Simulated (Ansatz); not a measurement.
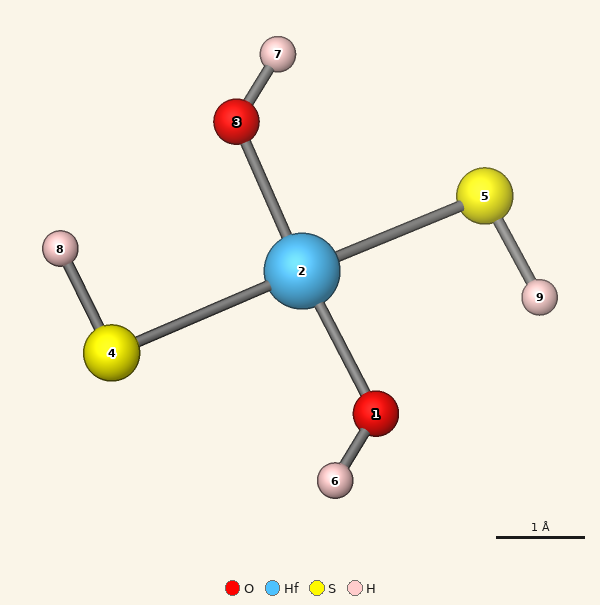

Fig. 1: The input geometry (ball-and-stick view, seen at a tilt; atoms are numbered from 1 in the order of the input). Sticks mark near contacts. Bond lengths as drawn: Hf–O 1.86 Å, Hf–S 2.48 Å, H–O 0.96 Å and H–S 1.33 Å.

# Geometry relaxation, with input and output: HfH$_{4}$S$_{2}$O$_{2}$ (part 1 of 2)

The run: geometry relaxation of HfH$_{4}$S$_{2}$O$_{2}$, SMILES [OH][Hf]([OH])([SH])[SH]. Method and program: RKS PBE0-D4/def2-TZVP (Ansatz 0.2.0).

The geometry: GFN2-xTB start. Figures and captions count atoms from 1; the log counts them from 0 in places.

Log:
```
Functional definition: PBE0
  name "PBE0"
  cite "Adamo & Barone, J. Chem. Phys. 110, 6158 (1999) doi:10.1063/1.478522"
  cite "Perdew, Burke & Ernzerhof, Phys. Rev. Lett. 77, 3865 (1996) doi:10.1103/PhysRevLett.77.3865"
  parent pbe
  parameter a = 0.25
  parameter kappa = 0.804
  parameter beta = 0.06672455060314922
  exchange = (1 - a)*pbe_x(kappa = kappa, mu = beta*pi^2/3) + a*exact_x
  correlation = pbe_c(beta = beta)
1413 factors; their error is unknown
mean field evaluation 1: about -27119.1546 eV, gradient 8.5e1 eV
mean field evaluation 2: about -27034.7416 eV, gradient 2.0e2 eV
mean field evaluation 4: about -27130.9497 eV, gradient 1.0e1 eV
mean field evaluation 8: about -27131.2116 eV, gradient 2.2e-1 eV
mean field evaluation 16: about -27131.2754 eV, gradient 3.6e-4 eV
mean field -27131.27542742 eV, -997.0559817186 hartree, gradient 3.4e-5 eV, S^2 0.000000; 0 other end points of the search recorded, 0 dependent functions left out
the calculation of the forces begins
reference -27131.27545645 eV, -997.0559827856 hartree; 32, 32 occupied and 168, 168 virtual orbitals, 1413 factors
relax step   1: F+E_penalty+E_count = -27131.47168822 eV  Δ(F+E_penalty+E_count) = +0.000e0 eV  max|allowed force component| = 3.645e0 eV/Å  Δτ_max = 0.0000 Å  (30 SCF iters, accepted)
these checks for a lower state are left out or cut short: starts, cluster_reference, orbital_swaps, neighbouring_geometries, increment
1413 factors; their error is unknown
mean field -27131.87629156 eV, -997.0780630685 hartree, gradient 7.8e-6 eV, S^2 0.000000; 0 other end points of the search recorded, 0 dependent functions left out
[... from here on the field's lines of each further geometry are left out, up to the last ...]
relax step   2: F+E_penalty+E_count = -27132.06441026 eV  Δ(F+E_penalty+E_count) = -5.927e-1 eV  max|allowed force component| = 5.346e-1 eV/Å  Δτ_max = 0.1992 Å  (37 SCF iters, accepted)
relax step   3: F+E_penalty+E_count = -27132.31369241 eV  Δ(F+E_penalty+E_count) = -2.493e-1 eV  max|allowed force component| = 6.770e-1 eV/Å  Δτ_max = 0.1949 Å  (36 SCF iters, accepted)
relax step   4: F+E_penalty+E_count = -27132.63068433 eV  Δ(F+E_penalty+E_count) = -3.170e-1 eV  max|allowed force component| = 5.401e-1 eV/Å  Δτ_max = 0.1959 Å  (36 SCF iters, accepted)
relax step   5: F+E_penalty+E_count = -27132.97250433 eV  Δ(F+E_penalty+E_count) = -3.418e-1 eV  max|allowed force component| = 5.486e-1 eV/Å  Δτ_max = 0.1950 Å  (35 SCF iters, accepted)
relax step   6: F+E_penalty+E_count = -27133.30480378 eV  Δ(F+E_penalty+E_count) = -3.323e-1 eV  max|allowed force component| = 5.736e-1 eV/Å  Δτ_max = 0.1937 Å  (35 SCF iters, accepted)
relax step   7: F+E_penalty+E_count = -27133.54216258 eV  Δ(F+E_penalty+E_count) = -2.374e-1 eV  max|allowed force component| = 4.220e-1 eV/Å  Δτ_max = 0.1963 Å  (35 SCF iters, accepted)
relax step   8: F+E_penalty+E_count = -27133.65415736 eV  Δ(F+E_penalty+E_count) = -1.120e-1 eV  max|allowed force component| = 3.020e-1 eV/Å  Δτ_max = 0.1943 Å  (35 SCF iters, accepted)
relax step   9: F+E_penalty+E_count = -27133.68021546 eV  Δ(F+E_penalty+E_count) = -2.606e-2 eV  max|allowed force component| = 3.578e-1 eV/Å  Δτ_max = 0.1063 Å  (35 SCF iters, accepted)
relax step  10: F+E_penalty+E_count = -27133.68045040 eV  Δ(F+E_penalty+E_count) = -2.349e-4 eV  max|allowed force component| = 3.238e-1 eV/Å  Δτ_max = 0.1708 Å  (35 SCF iters, accepted)
relax step  11: F+E_penalty+E_count = -27133.71374587 eV  Δ(F+E_penalty+E_count) = -3.330e-2 eV  max|allowed force component| = 2.594e-1 eV/Å  Δτ_max = 0.0746 Å  (37 SCF iters, accepted)
relax step  12: F+E_penalty+E_count = -27133.72646795 eV  Δ(F+E_penalty+E_count) = -1.272e-2 eV  max|allowed force component| = 2.140e-1 eV/Å  Δτ_max = 0.0489 Å  (31 SCF iters, accepted)
relax step  13: F+E_penalty+E_count = -27133.75031803 eV  Δ(F+E_penalty+E_count) = -2.385e-2 eV  max|allowed force component| = 2.445e-1 eV/Å  Δτ_max = 0.2000 Å  (35 SCF iters, accepted)
relax step  14: F+E_penalty+E_count = -27133.75982767 eV  Δ(F+E_penalty+E_count) = -9.510e-3 eV  max|allowed force component| = 1.460e-1 eV/Å  Δτ_max = 0.1535 Å  (35 SCF iters, accepted)
relax step  15: F+E_penalty+E_count = -27133.75993091 eV  Δ(F+E_penalty+E_count) = -1.032e-4 eV  max|allowed force component| = 1.439e-1 eV/Å  Δτ_max = 0.0031 Å  (34 SCF iters, accepted)
relax step  16: F+E_penalty+E_count = -27133.73768736 eV  Δ(F+E_penalty+E_count) = +2.224e-2 eV  max|allowed force component| = 7.643e-1 eV/Å  Δτ_max = 0.1743 Å  (36 SCF iters, rejected (line search))
relax step  17: F+E_penalty+E_count = -27133.75963959 eV  Δ(F+E_penalty+E_count) = +2.913e-4 eV  max|allowed force component| = 1.993e-1 eV/Å  Δτ_max = 0.0460 Å  (31 SCF iters, rejected (line search))
relax step  18: F+E_penalty+E_count = -27133.76170519 eV  Δ(F+E_penalty+E_count) = -1.774e-3 eV  max|allowed force component| = 2.690e-2 eV/Å  Δτ_max = 0.0224 Å  (30 SCF iters, accepted)
relax step  19: F+E_penalty+E_count = -27133.76333591 eV  Δ(F+E_penalty+E_count) = -1.631e-3 eV  max|allowed force component| = 7.460e-3 eV/Å  Δτ_max = 0.0599 Å  (31 SCF iters, accepted)
relax step  20: F+E_penalty+E_count = -27133.76399700 eV  Δ(F+E_penalty+E_count) = -6.611e-4 eV  max|allowed force component| = 6.312e-2 eV/Å  Δτ_max = 0.0535 Å  (31 SCF iters, accepted)
relax step  21: F+E_penalty+E_count = -27133.76445849 eV  Δ(F+E_penalty+E_count) = -4.615e-4 eV  max|allowed force component| = 1.023e-1 eV/Å  Δτ_max = 0.0431 Å  (31 SCF iters, accepted)
relax step  22: F+E_penalty+E_count = -27133.76518955 eV  Δ(F+E_penalty+E_count) = -7.311e-4 eV  max|allowed force component| = 1.146e-1 eV/Å  Δτ_max = 0.0443 Å  (31 SCF iters, accepted)
relax step  23: F+E_penalty+E_count = -27133.76625163 eV  Δ(F+E_penalty+E_count) = -1.062e-3 eV  max|allowed force component| = 2.089e-1 eV/Å  Δτ_max = 0.0909 Å  (29 SCF iters, accepted)
relax step  24: F+E_penalty+E_count = -27133.76867899 eV  Δ(F+E_penalty+E_count) = -2.427e-3 eV  max|allowed force component| = 1.460e-1 eV/Å  Δτ_max = 0.0389 Å  (32 SCF iters, accepted)
relax step  25: F+E_penalty+E_count = -27133.77485475 eV  Δ(F+E_penalty+E_count) = -6.176e-3 eV  max|allowed force component| = 7.174e-2 eV/Å  Δτ_max = 0.1442 Å  (35 SCF iters, accepted)
relax step  26: F+E_penalty+E_count = -27133.77003519 eV  Δ(F+E_penalty+E_count) = +4.820e-3 eV  max|allowed force component| = 4.888e-1 eV/Å  Δτ_max = 0.1907 Å  (36 SCF iters, rejected (line search))
relax step  27: F+E_penalty+E_count = -27133.78044017 eV  Δ(F+E_penalty+E_count) = -5.585e-3 eV  max|allowed force component| = 2.547e-2 eV/Å  Δτ_max = 0.0954 Å  (30 SCF iters, accepted)
relax step  28: F+E_penalty+E_count = -27133.78392399 eV  Δ(F+E_penalty+E_count) = -3.484e-3 eV  max|allowed force component| = 1.764e-1 eV/Å  Δτ_max = 0.0977 Å  (31 SCF iters, accepted)
relax step  29: F+E_penalty+E_count = -27133.78716209 eV  Δ(F+E_penalty+E_count) = -3.238e-3 eV  max|allowed force component| = 2.596e-1 eV/Å  Δτ_max = 0.1232 Å  (30 SCF iters, accepted)
relax step  30: F+E_penalty+E_count = -27133.79163834 eV  Δ(F+E_penalty+E_count) = -4.476e-3 eV  max|allowed force component| = 1.601e-1 eV/Å  Δτ_max = 0.0595 Å  (30 SCF iters, accepted)
relax step  31: F+E_penalty+E_count = -27133.79611691 eV  Δ(F+E_penalty+E_count) = -4.479e-3 eV  max|allowed force component| = 1.395e-1 eV/Å  Δτ_max = 0.1338 Å  (35 SCF iters, accepted)
relax step  32: F+E_penalty+E_count = -27133.79936981 eV  Δ(F+E_penalty+E_count) = -3.253e-3 eV  max|allowed force component| = 2.183e-2 eV/Å  Δτ_max = 0.0589 Å  (31 SCF iters, accepted)
relax step  33: F+E_penalty+E_count = -27133.78017348 eV  Δ(F+E_penalty+E_count) = +1.920e-2 eV  max|allowed force component| = 5.865e-1 eV/Å  Δτ_max = 0.1969 Å  (35 SCF iters, rejected (line search))
relax step  34: F+E_penalty+E_count = -27133.79941099 eV  Δ(F+E_penalty+E_count) = -4.117e-5 eV  max|allowed force component| = 2.462e-2 eV/Å  Δτ_max = 0.0192 Å  (32 SCF iters, accepted)
relax step  35: F+E_penalty+E_count = -27133.80002281 eV  Δ(F+E_penalty+E_count) = -6.118e-4 eV  max|allowed force component| = 4.802e-3 eV/Å  Δτ_max = 0.0319 Å  (32 SCF iters, accepted)
relax step  36: F+E_penalty+E_count = -27133.80014375 eV  Δ(F+E_penalty+E_count) = -1.209e-4 eV  max|allowed force component| = 3.025e-2 eV/Å  Δτ_max = 0.0439 Å  (32 SCF iters, accepted)
relax step  37: F+E_penalty+E_count = -27133.80017526 eV  Δ(F+E_penalty+E_count) = -3.151e-5 eV  max|allowed force component| = 2.728e-2 eV/Å  Δτ_max = 0.0136 Å  (33 SCF iters, accepted)
the calculation of the forces begins
reference -27133.60721226 eV, -997.1416732309 hartree; 32, 32 occupied and 168, 168 virtual orbitals, 1413 factors
relax step  38: F+E_penalty+E_count = -27133.80023506 eV  Δ(F+E_penalty+E_count) = -5.980e-5 eV  max|allowed force component| = 2.660e-3 eV/Å  Δτ_max = 0.0038 Å  (33 SCF iters, accepted)
```

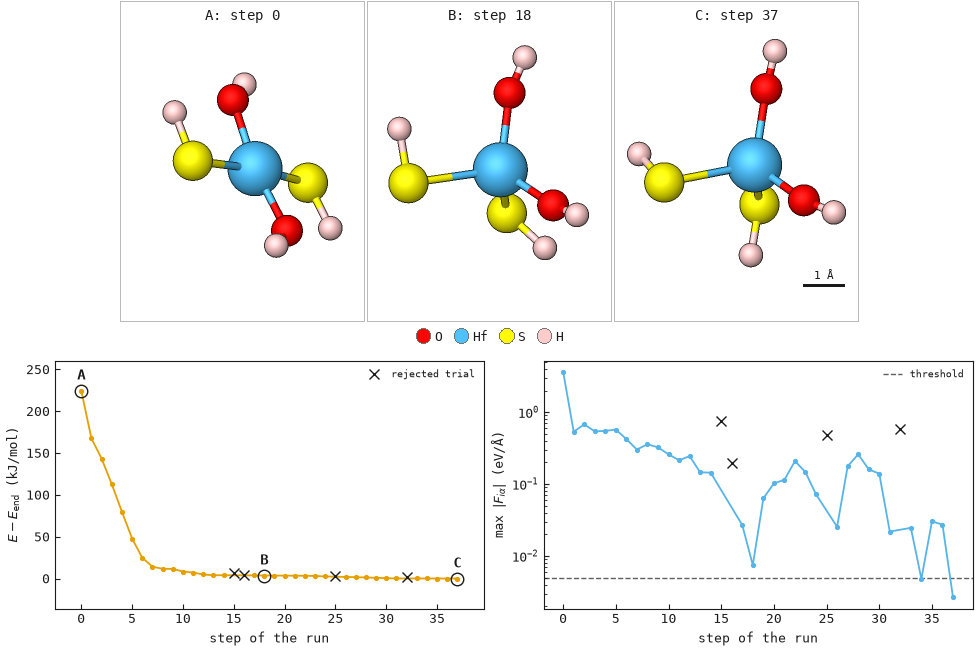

Fig. 2: Frames of the relaxation (ball-and-stick view, seen at a tilt) above the curves, on which the letters mark them (the first geometry is step 0 here and step 1 in the log).

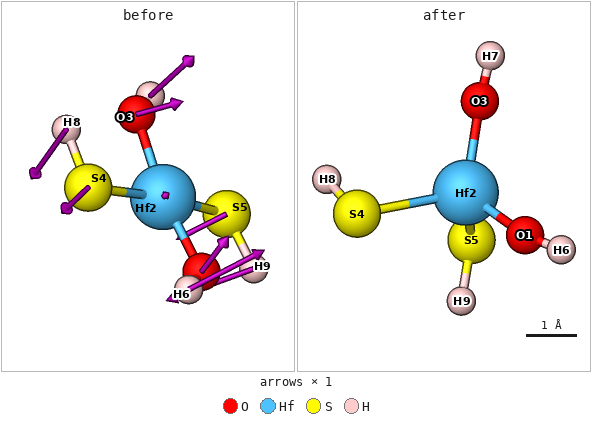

Fig. 3: Before (left) and after (right) the relaxation, at one scale (ball-and-stick view, seen at a tilt). The pink arrows give the displacements, at true length. The largest moves after the best rigid fit, 1.92 Å, are those of H8 and H9. By element the largest moves are H 1.92 Å, S 1.17 Å, O 1.08 Å, Hf 0.18 Å. Among the contacts that change: Hf2–O3 1.862 → 1.904 Å, Hf2–S4 2.483 → 2.459 Å, S4–H8 1.329 → 1.347 Å, O1–H6 0.964 → 0.952 Å. Among the angles that change: S4–Hf2–S5 172.9° → 110.0°, O1–Hf2–O3 170.0° → 116.1°, Hf2–O3–H7 122.8° → 167.8°. Over 37 geometry steps the energy falls by 224.7 kJ/mol. The largest force component goes from 3.6 to 0.0027 eV/Å. The line search rejected the trial steps at points 15, 16, 25, 32 (counted from 0) and went back. (Atoms are counted from 1 in the order of the input.)

```
1413 factors; their error is unknown
mean field -27133.60718050 eV, -997.1416720640 hartree, gradient 4.5e-5 eV, S^2 0.000000; 1 other end points of the search recorded, 0 dependent functions left out
the calculation of the forces begins
reference -27133.60721226 eV, -997.1416732309 hartree; 32, 32 occupied and 168, 168 virtual orbitals, 1413 factors
Total energy: -27133.80026681 eV, -997.1487678550 hartree
Atom 0 at    -0.956216     0.781429    -1.564490 Å, force     0.002252    -0.001163     0.002660 eV/Å
Atom 1 at     0.066281     0.039030    -0.140622 Å, force     0.000075     0.001897    -0.002475 eV/Å
Atom 2 at     1.921539    -0.212489    -0.485029 Å, force    -0.002452    -0.000170     0.000088 eV/Å
Atom 3 at    -1.053002    -2.095784     0.346743 Å, force    -0.000128    -0.000629    -0.000306 eV/Å
Atom 4 at     0.019938     1.487240     1.846485 Å, force     0.000138     0.000064    -0.000336 eV/Å
Atom 5 at    -1.294743     1.247955    -2.322056 Å, force     0.000077    -0.000020     0.000163 eV/Å
Atom 6 at     2.787779    -0.368537    -0.847558 Å, force    -0.000056     0.000025     0.000032 eV/Å
Atom 7 at    -0.165002    -2.391045     1.315220 Å, force     0.000329     0.000046     0.000265 eV/Å
Atom 8 at    -1.326555     1.512212     1.851307 Å, force    -0.000235    -0.000050    -0.000089 eV/Å
Dipole moment:     0.272750     0.160358    -0.578788 e Å
```

Trajectory as extended XYZ (Å, eV, eV/Å), 38 frames, from step=1 to step=38:
```
9
Properties=species:S:1:pos:R:3:forces:R:3 step=1 energy=-27131.47169
O    -1.5415    0.8033   -0.6622   -3.1588   0.9132  -1.9251
Hf   -0.0090   -0.0055    0.0199   -0.4023  -0.2422   0.8625
O     1.6577   -0.7354    0.4173    3.6447  -0.6210   0.8577
S    -0.7834   -2.2226   -0.7874   -0.5988  -0.0931  -0.0621
S     0.6369    2.1371    1.0960    0.4300  -0.0146   0.4449
H    -2.2231    0.3139   -1.1360   -0.1691   0.5489  -0.0629
H     2.3508   -0.2392    0.8662    0.2754  -0.4853  -0.1420
H     0.3758   -2.7932   -0.4779    0.3166  -0.1966   0.1139
H    -0.4642    2.7416    0.6640   -0.3377   0.1908  -0.0867
9
Properties=species:S:1:pos:R:3:forces:R:3 step=2 energy=-27132.06441
O    -1.6166    0.7838   -0.8219    0.4936  -0.3486  -0.0616
Hf   -0.0172   -0.0098    0.0366   -0.0289  -0.0200   0.0685
O     1.8178   -0.6650    0.3952   -0.3501   0.4342  -0.2442
S    -0.8943   -2.2713   -0.6781    0.1194   0.4370   0.3930
S     0.6225    2.1114    1.2556   -0.2712  -0.5346  -0.0600
H    -2.3102    0.3351   -1.3138    0.0813   0.3035  -0.0205
H     2.5409   -0.1989    0.8244    0.0219  -0.2426  -0.1990
H     0.3049   -2.8237   -0.4451    0.0705  -0.1309   0.0792
H    -0.4477    2.7383    0.7472   -0.1364   0.1019   0.0446
9
Properties=species:S:1:pos:R:3:forces:R:3 step=3 energy=-27132.31369
O    -1.5546    0.8298   -0.9196    0.6770  -0.5429  -0.0307
Hf   -0.0003   -0.0004    0.0008    0.0055   0.0057  -0.0178
O     1.8577   -0.6515    0.2772   -0.5322   0.6284  -0.2747
S    -0.8989   -2.2919   -0.4853    0.0896   0.1972   0.3235
S     0.4805    2.0452    1.3715   -0.2546  -0.2911   0.0245
H    -2.2751    0.4321   -1.4167    0.1479   0.2613  -0.0190
H     2.6121   -0.2335    0.7021   -0.0308  -0.1926  -0.2293
H     0.2952   -2.9112   -0.3651   -0.1350   0.1311   0.1174
H    -0.5166    2.7815    0.8351    0.0325  -0.1970   0.1061
9
Properties=species:S:1:pos:R:3:forces:R:3 step=4 energy=-27132.63068
O    -1.4616    0.8415   -1.0454    0.4351  -0.4432  -0.1466
Hf    0.0174    0.0101   -0.0375   -0.0438  -0.0239   0.0898
O     1.8895   -0.5894    0.1371   -0.2707   0.5401  -0.2067
S    -0.9560   -2.2743   -0.2993    0.3308   0.0441   0.3255
S     0.3871    1.9378    1.5061   -0.4573  -0.0981  -0.0914
H    -2.2192    0.4752   -1.5144    0.2928   0.2851   0.0092
H     2.6543   -0.2184    0.5902   -0.1396  -0.1953  -0.3278
H     0.2513   -2.9028   -0.2582   -0.3665   0.2683   0.1229
H    -0.5628    2.7203    0.9213    0.2191  -0.3772   0.2251
9
Properties=species:S:1:pos:R:3:forces:R:3 step=5 energy=-27132.97250
O    -1.3446    0.8545   -1.1603    0.0843  -0.3396  -0.2920
Hf    0.0189    0.0110   -0.0408   -0.1167  -0.0676   0.2480
O     1.8984   -0.5280   -0.0154    0.0825   0.4393  -0.0769
S    -1.0053   -2.2582   -0.1113    0.4967   0.0136   0.2866
S     0.2866    1.8329    1.6363   -0.5486  -0.0166  -0.2237
H    -2.1357    0.5299   -1.6110    0.4853   0.2987   0.0748
H     2.6803   -0.2084    0.4542   -0.3081  -0.1953  -0.4361
H     0.2160   -2.8726   -0.1460   -0.4876   0.3070   0.1204
H    -0.6146    2.6388    0.9944    0.3122  -0.4393   0.2988
9
Properties=species:S:1:pos:R:3:forces:R:3 step=6 energy=-27133.30480
O    -1.2096    0.8633   -1.2613   -0.0120  -0.3294  -0.1613
Hf   -0.0006   -0.0003    0.0005    0.0064   0.0024  -0.0094
O     1.8845   -0.4654   -0.1715    0.0518   0.3559   0.0588
S    -1.0452   -2.2473    0.0780    0.4464   0.0052   0.2386
S     0.1781    1.7348    1.7623   -0.4769  -0.0045  -0.2065
H    -2.0187    0.5885   -1.7162    0.5736   0.2394   0.1440
H     2.6914   -0.1914    0.2876   -0.4280  -0.1551  -0.4375
H     0.1806   -2.8361   -0.0408   -0.4254   0.2355   0.1020
H    -0.6604    2.5539    1.0614    0.2641  -0.3495   0.2712
9
Properties=species:S:1:pos:R:3:forces:R:3 step=7 energy=-27133.54216
O    -1.0782    0.8743   -1.3433    0.0033  -0.3294   0.0617
Hf   -0.0125   -0.0074    0.0260    0.1238   0.0720  -0.2588
O     1.8601   -0.4132   -0.3161   -0.1189   0.2633   0.1698
S    -1.0673   -2.2261    0.2719    0.3049   0.0430   0.1474
S     0.0564    1.6293    1.8732   -0.2998  -0.0377  -0.1596
H    -1.8891    0.6360   -1.8090    0.4220   0.1696   0.1107
H     2.6833   -0.1676    0.1235   -0.3200  -0.1105  -0.3172
H     0.1406   -2.8054    0.0483   -0.2674   0.1264   0.0691
H    -0.6931    2.4800    1.1254    0.1522  -0.1967   0.1770
9
Properties=species:S:1:pos:R:3:forces:R:3 step=8 energy=-27133.65416
O    -0.9755    0.8913   -1.3920   -0.2202  -0.0704  -0.2346
Hf   -0.0025   -0.0009    0.0049   -0.1172  -0.0734   0.2503
O     1.8308   -0.3872   -0.4237    0.3020   0.1209   0.0627
S    -1.0537   -2.1683    0.4569    0.1255  -0.0995   0.0281
S    -0.0748    1.5027    1.9391   -0.1204   0.0967  -0.0305
H    -1.7756    0.6751   -1.8752    0.1437   0.1517  -0.0345
H     2.6645   -0.1509   -0.0117   -0.0391  -0.0906  -0.1875
H     0.1039   -2.7826    0.1205   -0.1521   0.0560   0.0411
H    -0.7170    2.4208    1.1812    0.0779  -0.0914   0.1048
9
Properties=species:S:1:pos:R:3:forces:R:3 step=9 energy=-27133.68022
O    -0.9518    0.8769   -1.4185    0.1833  -0.0147   0.1102
Hf   -0.0016   -0.0017    0.0046   -0.1576  -0.0870   0.3250
O     1.8334   -0.3564   -0.4498   -0.2015  -0.0005  -0.0668
S    -1.0525   -2.1539    0.5619    0.0424   0.0969  -0.0284
S    -0.1498    1.4449    1.9873    0.0114  -0.0618  -0.0885
H    -1.7187    0.6835   -1.9454   -0.2425   0.0555  -0.2577
H     2.6813   -0.1149   -0.0946    0.3578   0.0129   0.0128
H     0.0511   -2.7896    0.1300    0.0298  -0.0652  -0.0103
H    -0.6913    2.4113    1.2245   -0.0232   0.0639   0.0036
9
Properties=species:S:1:pos:R:3:forces:R:3 step=10 energy=-27133.68045
O    -0.9023    0.8797   -1.4367    0.0183  -0.2491   0.2592
Hf   -0.0138   -0.0069    0.0315    0.1533   0.0712  -0.3238
O     1.8138   -0.3443   -0.4946   -0.2318   0.1283   0.2387
S    -1.0067   -2.1746    0.6335    0.1190  -0.1520  -0.0715
S    -0.2354    1.4436    2.0047   -0.0570   0.1887  -0.0627
H    -1.6316    0.7368   -2.0358   -0.0223   0.0782  -0.0781
H     2.7005   -0.1068   -0.2312    0.0694  -0.0466  -0.0641
H     0.0107   -2.9475    0.1797   -0.1672   0.2624   0.0589
H    -0.7352    2.5199    1.3489    0.1184  -0.2810   0.0435
9
Properties=species:S:1:pos:R:3:forces:R:3 step=11 energy=-27133.71375
O    -0.9265    0.8469   -1.4299   -0.2553  -0.0917  -0.1122
Hf   -0.0122   -0.0067    0.0278    0.0492   0.0210  -0.1024
O     1.8188   -0.3223   -0.4598    0.2438   0.0853   0.1659
S    -1.0045   -2.1471    0.6865    0.0252  -0.1388  -0.0524
S    -0.2697    1.3968    2.0186   -0.0064   0.1496   0.0108
H    -1.6366    0.7909   -2.0723    0.2220   0.0673   0.1569
H     2.7413   -0.1399   -0.2700   -0.2594  -0.0856  -0.1067
H     0.0148   -2.8731    0.1829   -0.0464   0.0736   0.0239
H    -0.7253    2.4545    1.3163    0.0272  -0.0808   0.0161
```
